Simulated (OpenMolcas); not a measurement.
BCl (SMILES [B]Cl): methods side by side

The species is BCl (2 atoms), meant as a singlet with charge 0. As SMILES, `[B]Cl`. The shape is that of a PBE0-D4/def2-TZVP optimisation.

```csv
atom,x (Å),y (Å),z (Å)
B,0.0000,0.0000,-0.0697
Cl,0.0000,0.0000,1.6482
```

Quantity: the energy change with the B1–Cl2 bond stretched from 1.718 to 3.006 Å, in eV. The values are calculated.

| level | kind | program | value (eV) | less FCI/STO-3G | CPU time (all runs) |
| --- | --- | --- | --- | --- | --- |
| HF/STO-3G (restricted) | Hartree–Fock | OpenMolcas | 4.78 | +0.77 | 2.8 s |
| SVWN5/STO-3G (restricted) | LDA | OpenMolcas | 4.10 | +0.09 | 5.2 s |
| PBE/STO-3G (restricted) | GGA | OpenMolcas | 3.78 | -0.23 | 5.3 s |
| r2SCAN/STO-3G (restricted) | meta-GGA | OpenMolcas | 3.98 | -0.03 | 6 s |
| M06-2X/STO-3G (restricted) | hybrid meta-GGA | OpenMolcas | 4.37 | +0.36 | 5.2 s |
| B2PLYP/STO-3G (restricted) | double hybrid | OpenMolcas | 4.13 | +0.12 | 4.8 s |
| CASSCF(2,2)/STO-3G | multireference | OpenMolcas | 4.05 | +0.04 | 3 s |
| FCI/STO-3G | exact in the basis | OpenMolcas | 4.01 | 0.00 | 3.6 s |

FCI/STO-3G is exact within its basis and frozen core, so for wave-function methods in that basis the difference is their error; functionals converge differently with the basis, so for them it is only a difference. Spin-restricted single references rise too steeply as a bond breaks, Hartree–Fock most of all. The first shape isn't each level's own minimum. The values span 3.78 to 4.78 eV. All rows use very small basis sets, so even the best lies far from the true value. Times are those of the runs behind each value, whatever else they computed, on shared processors of several kinds: orders of magnitude only.

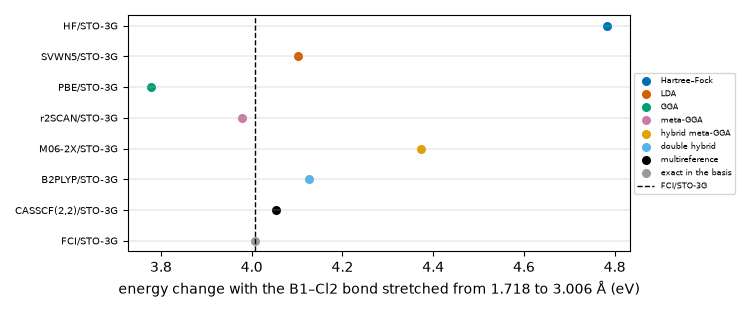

The values of the table, level by level.
